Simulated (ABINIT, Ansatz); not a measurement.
# CaC2 (I4/mmm): bands and cutoff in G0W0 with ABINIT, part 2 of 2

Aim: raise bands and screening cutoff together for CaC2 (I4/mmm) and follow gap and time.

ABINIT 10.8.3; PBEsol and many-body steps on it, plane waves. Known limits of the many-body steps: not at the basis limit; coarse k mesh.

So far. Step 3 (Screening, 4×4×4 mesh, 22 bands, screening to 62.6 eV): Local fields lower ε∞ by 13 %. On a Γ-centred mesh this coarse the value itself is usually too large, while a short band sum pulls it down. Step 4 (22 bands, 62.6 eV): The gap on the mesh goes from 1.21 eV to 2.92 eV, a correction of +1.72 eV.

## 6. 53 bands, 114.3 eV

This step: G0W0 on PBEsol, plane waves, norm-conserving pseudopotentials.

run.abi

```
acell 3*1.0 Angstrom
rprim 
  -1.934298599400 1.934298599400 3.202111242500
  1.934298599400 -1.934298599400 3.202111242500
  1.934298599400 1.934298599400 -3.202111242500
ntypat 2
znucl 20 6
natom 3
typat 1 2 2
xred 
  0.000000000000 0.000000000000 0.000000000000
  0.597892720000 0.597892720000 0.000000000000
  0.402107280000 0.402107280000 0.000000000000
pp_dirpath "pseudos"
pseudos "Ca.upf, C.upf"
ecut 37
ngkpt 4 4 4
nshiftk 1
shiftk 0 0 0
kptopt 1
chksymbreak 0
istwfk *1
occopt 1
irdwfk 1
optdriver 4
nband 53
gwcalctyp 0
ecutsigx 37
symsigma 1
nkptgw 3
kptgw 
  0.5000000000 0.5000000000 0.5000000000
  0.5000000000 0.5000000000 0.0000000000
  0.0000000000 0.0000000000 0.0000000000
bdgw 
  7 11
  8 11
  8 11
ecuteps 4.2
irdscr 1
ppmodel 1
indata_prefix "in"
outdata_prefix "out"
tmpdata_prefix "tmp"
```

Launch:

```
$ OMP_NUM_THREADS=1 mpirun -n 4 abinit run.abi > log
```

Log:

```text
.Version 10.8.3 of ABINIT. v10.8.2 released Aug 2026.

 Symmetries : space group I4/m m m (#139); Bravais tI (body-center tetrag.)
[... echo of the input left out ...]
== DATASET  1 ==================================================================
-   mpi_nproc: 4, omp_nthreads: 1 (-1 if OMP is not activated)

--- !DatasetInfo
iteration_state: {dtset: 1, }
dimensions: {natom: 3, nkpt: 13, mband: 53, nsppol: 1, nspinor: 1, nspden: 1, mpw: 3508, }
cutoff_energies: {ecut:  37.0, pawecutdg:  -1.0, }
electrons: {nelect:   1.80000000E+01, charge:   0.00000000E+00, occopt:   1.00000000E+00, tsmear:   1.00000000E-02, }

 SIGMA: Calculation of the GW corrections

 Based on a program developped by R.W. Godby, V. Olevano, G. Onida, and L. Reining.
 Incorporated in ABINIT by V. Olevano, G.-M. Rignanese, and M. Torrent.
.Using double precision arithmetic ; gwpc =  8

[... cell and pseudopotentials left out ...]
--------------------------------------------------------------------------------

 ==== K-mesh for the wavefunctions ====
 Number of points in the irreducible wedge :    13
[... list of points left out ...]
 Together with 16 symmetry operations and time-reversal symmetry
 yields    64 points in the full Brillouin Zone.

 ==== Q-mesh for screening function ====
 Number of points in the irreducible wedge :    13
[... list of points left out ...]
 Together with 16 symmetry operations and time-reversal symmetry
 yields    64 points in the full Brillouin Zone.

 vcoul_init : cutoff-mode = AUXILIARY_FUNCTION
 q-points for optical limit:   1
     1)      0.000010    0.000020    0.000030
 setmesh: FFT mesh size selected  =    72x   72x   72
          total number of points  =       373248

 Number of electrons calculated from density =   18.0000; Expected =   18.0000
[...]
number of plane-waves for wavefunctions          3441
 number of bands                                    53
 number of q-points in IBZ                          13
 number of frequencies                               2
 number of real frequencies                          1
 number of imag frequencies                          1

 matrix elements of self-energy operator (all in [eV])

 Perturbative Calculation

--- !SelfEnergy_ee
iteration_state: {dtset: 1, }
kpoint     : [   0.500,    0.500,    0.500, ]
spin       : 1
KS_gap     :    3.172
QP_gap     :    5.210
Delta_QP_KS:    2.038
data: !SigmaeeData |
     Band     E0 <VxcDFT>   SigX SigC(E0)      Z dSigC/dE  Sig(E)    E-E0       E
        7   1.522 -13.535 -16.713   2.241   0.783  -0.277 -14.269  -0.734   0.788
        8   1.522 -13.535 -16.713   2.241   0.783  -0.277 -14.269  -0.734   0.788
        9   3.148 -14.879 -18.776   3.269   0.778  -0.285 -15.368  -0.489   2.659
[...]
--- !SelfEnergy_ee
iteration_state: {dtset: 1, }
kpoint     : [   0.500,    0.500,    0.000, ]
spin       : 1
KS_gap     :    2.264
QP_gap     :    4.220
Delta_QP_KS:    1.956
data: !SigmaeeData |
     Band     E0 <VxcDFT>   SigX SigC(E0)      Z dSigC/dE  Sig(E)    E-E0       E
[...]
--- !SelfEnergy_ee
iteration_state: {dtset: 1, }
kpoint     : [   0.000,    0.000,    0.000, ]
spin       : 1
KS_gap     :    4.165
QP_gap     :    6.502
Delta_QP_KS:    2.337
data: !SigmaeeData |
     Band     E0 <VxcDFT>   SigX SigC(E0)      Z dSigC/dE  Sig(E)    E-E0       E
[...]
10   6.317 -12.062  -6.650  -3.333   0.815  -0.227 -10.368   1.695   8.012
       11   6.317 -12.062  -6.650  -3.333   0.815  -0.227 -10.368   1.695   8.012

== END DATASET(S) ==============================================================
================================================================================

 -outvars: echo values of variables after computation  --------
           etotal      0.0000000000E+00
            nband          53
             nkpt          13
          spgroup         139
 [... the other variables as echoed above ...]

 Calculation completed.
```

Run time: 13 s. Hardware: 4 MPI ranks of Arm Neoverse V2, shared host; peak memory 1.8 GiB; 50 s of CPU time.

This step gave:

```
G0W0 gap on the points computed              : 2.977 eV
starting gap on the mesh                     : 1.205 eV
k of the valence top                         : 0.5, 0.5, 0.5
k of the conduction bottom                   : 0.5, 0.5, 0
Z at the valence top                         : 0.778
Z at the conduction bottom                   : 0.823
least direct G0W0 gap on the computed points : 4.220 eV
```

Against G0W0 in ABINIT (4×4×4 mesh, 22 bands, screening to 62.6 eV, Godby-Needs plasmon pole), the gap moves by +0.053 eV.

## 7. Screening, 4×4×4 mesh, 117 bands, screening to 176.9 eV

This step: RPA screening on PBEsol, plane waves, norm-conserving pseudopotentials.

Changes to run.abi since step 6:

```diff
@@ -24,19 +24,8 @@
 irdwfk 1
-optdriver 4
-nband 53
-gwcalctyp 0
-ecutsigx 37
-symsigma 1
-nkptgw 3
-kptgw 
-  0.5000000000 0.5000000000 0.5000000000
-  0.5000000000 0.5000000000 0.0000000000
-  0.0000000000 0.0000000000 0.0000000000
-bdgw 
-  7 11
-  8 11
-  8 11
-ecuteps 4.2
-irdscr 1
-ppmodel 1
+optdriver 3
+nband 117
+ecuteps 6.5
+inclvkb 2
+awtr 1
+symchi 1
 indata_prefix "in"
```

Log:

```text
.Version 10.8.3 of ABINIT. v10.8.2 released Aug 2026.

 Symmetries : space group I4/m m m (#139); Bravais tI (body-center tetrag.)
[... echo of the input left out ...]
== DATASET  1 ==================================================================
-   mpi_nproc: 4, omp_nthreads: 1 (-1 if OMP is not activated)

--- !DatasetInfo
iteration_state: {dtset: 1, }
dimensions: {natom: 3, nkpt: 13, mband: 117, nsppol: 1, nspinor: 1, nspden: 1, mpw: 3508, }
cutoff_energies: {ecut:  37.0, pawecutdg:  -1.0, }
[...]
--------------------------------------------------------------------------------
[... chi0 elements left out ...]
 For q-point:  0.000010 0.000020 0.000030
  dielectric constant =   3.5758
  dielectric constant without local fields =   4.1703

  Average fulfillment of the sum rule on Im[epsilon] for q-point    1 :     75.45  [%]
[... wings left out ...]
  q-point number  2        q = ( 0.250000, 0.000000, 0.000000) [r.l.u.]
--------------------------------------------------------------------------------
[... chi0 elements left out ...]
  Average fulfillment of the sum rule on Im[epsilon] for q-point    2 :     82.42  [%]

 [... 11 further q-points ...]
```

Elapsed: 2.6 min, on 4 MPI ranks; peak memory 3.1 GiB; 11 min of CPU time.

This step gave:

```
ε∞ with local fields, on this mesh, along the program's q direction : 3.576
the same without local fields                                       : 4.170
plasma frequency                                                    : 22.76 eV
plane waves in the screening matrix                                 : 271
```

## 8. 117 bands, 176.9 eV

This step: G0W0 on PBEsol, plane waves, norm-conserving pseudopotentials.

Changes to run.abi since step 7:

```diff
@@ -24,8 +24,19 @@
 irdwfk 1
-optdriver 3
+optdriver 4
 nband 117
+gwcalctyp 0
+ecutsigx 37
+symsigma 1
+nkptgw 3
+kptgw 
+  0.5000000000 0.5000000000 0.5000000000
+  0.5000000000 0.5000000000 0.0000000000
+  0.0000000000 0.0000000000 0.0000000000
+bdgw 
+  7 11
+  8 11
+  8 11
 ecuteps 6.5
-inclvkb 2
-awtr 1
-symchi 1
+irdscr 1
+ppmodel 1
 indata_prefix "in"
```

Log:

```text
.Version 10.8.3 of ABINIT. v10.8.2 released Aug 2026.

 Symmetries : space group I4/m m m (#139); Bravais tI (body-center tetrag.)
[... echo of the input left out ...]
== DATASET  1 ==================================================================
-   mpi_nproc: 4, omp_nthreads: 1 (-1 if OMP is not activated)

--- !DatasetInfo
iteration_state: {dtset: 1, }
dimensions: {natom: 3, nkpt: 13, mband: 117, nsppol: 1, nspinor: 1, nspden: 1, mpw: 3508, }
cutoff_energies: {ecut:  37.0, pawecutdg:  -1.0, }
[...]
Band     E0 <VxcDFT>   SigX SigC(E0)      Z dSigC/dE  Sig(E)    E-E0       E
[...]
10   6.317 -12.062  -6.650  -3.694   0.812  -0.232 -10.668   1.395   7.712
       11   6.317 -12.062  -6.650  -3.694   0.812  -0.232 -10.668   1.395   7.712

== END DATASET(S) ==============================================================
================================================================================

 -outvars: echo values of variables after computation  --------
           etotal      0.0000000000E+00
            nband         117
             nkpt          13
          spgroup         139
 [... the other variables as echoed above ...]

 Calculation completed.
```

Run time: 31 s. Hardware: 4 MPI ranks; peak memory 2.9 GiB.

Numbers from this step:

| Property | Result |
| --- | --- |
| G0W0 gap on the points computed | 3.084 eV |
| starting gap on the mesh | 1.205 eV |
| k of the valence top | 0.5, 0.5, 0.5 |
| k of the conduction bottom | 0.5, 0.5, 0 |
| least direct G0W0 gap on the computed points | 4.283 eV |

Against G0W0 in ABINIT (4×4×4 mesh, 53 bands, screening to 114.3 eV, Godby-Needs plasmon pole), the gap moves by +0.107 eV.

## 9. The runs together

Times are wall times on 4 MPI ranks of Arm Neoverse V2, shared host, good to a factor of about two. A run's time includes the screening step that it read.

```
                run   mesh  bands  screening cutoff (eV)  DFT gap (eV)  gap on the mesh (eV)  direct (eV)  ε∞ used     time
  22 bands, 62.6 eV  4×4×4     22                   62.6         1.205                 2.924        4.214     3.54     29 s
 53 bands, 114.3 eV  4×4×4     53                  114.3         1.205                 2.977        4.220     3.57     69 s
117 bands, 176.9 eV  4×4×4    117                  176.9         1.205                 3.084        4.283     3.58  3.2 min
```

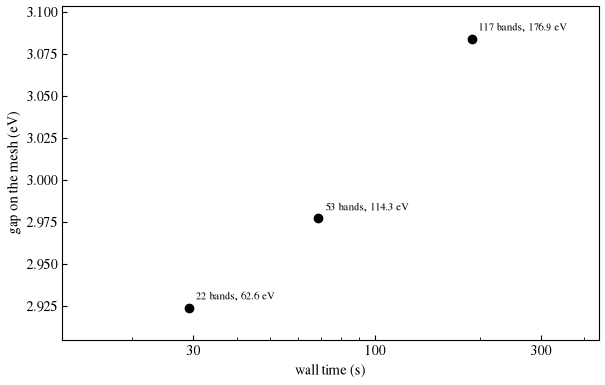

Result against wall time.

## 10. Results

```json
{
 "22 bands, 62.6 eV": "2.924 eV",
 "53 bands, 114.3 eV": "2.977 eV",
 "117 bands, 176.9 eV": "3.084 eV",
 "known limits": "not at the basis limit; coarse k mesh"
}
```

What this shows: From the first rung to the last the gap moves by +0.16 eV for 6.5 times the time. The steps are not yet shrinking, so no limit is drawn. In the G0W0 runs levels were corrected at 3 k points alone, so a gap called «on the mesh» is the least over those, and an edge elsewhere would be missed. The 4×4×4 mesh is coarse for this cell, which bears on the long-range parts of exchange and screening.

[Paths, hosts, dates, memory and timing lines, banners, echoed tables and standing remarks are left out of the program output.]

[Logs are printed without paths, hosts, clocks, repeated set-up lines and the standing remarks that a program may print on its own settings, such as how far it seeks lower states.]

[Runs of the session that timed out or met a known fault of the program may be left out.]

[Hosts, paths, dates, database ids (printed as entryN), source tags and the programs' standing remarks are cut or masked in the printed files.]

[G0W0 gaps are taken among the corrected bands and points alone; a level outside them can change the order at an edge.]

[Where Ansatz stands beside ABINIT at settings called matched, ABINIT's density can come from a denser mesh and the files from another edition; pairs whose starting gaps differed by over 0.03 eV were left out, so agreement reads better than it is.]
